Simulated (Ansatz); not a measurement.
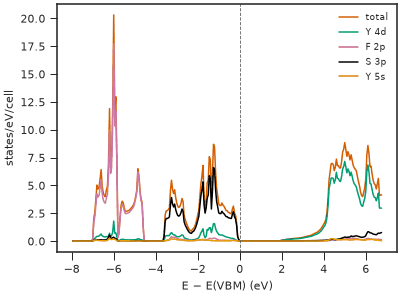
*Total and projected density of states of YSF in space group P4/nmm (No. 129; Y on 2c, S on 2c, F on 2a), r²SCAN in the plane-wave PAW code Ansatz*

### Question
Which orbitals carry the states next to the gap?

### Answer
Top 1 eV of the valence band: S 3p 81 %, Y 4d 13 %. Bottom 1 eV of the conduction band: Y 4d 86 %, outside the projected shells 6 %. Projections are on Löwdin-orthogonalised atomic valence shells; empty p or d shells of many metals are not among them.

### Question
Where is the tallest occupied peak in this window, and what makes it?

### Answer
Near -6.0 eV, about 20 states/eV per cell; the largest projected share is F 2p.

The first step of the workflow began from a Materials Project structure, measured or hypothetical; the Crystallography Open Database copy checked does not list it. COD files the formula under space group No. 194. Whether it is the stable phase at ambient conditions was not checked. The cell was relaxed with r²SCAN under the symmetry of its start; its stability against distortions is not shown here. The run is not spin-polarised. Scalar-relativistic: spin–orbit coupling is off unless named, which matters more the heavier the elements.

Potentials: the later of the program's two PAW sets.
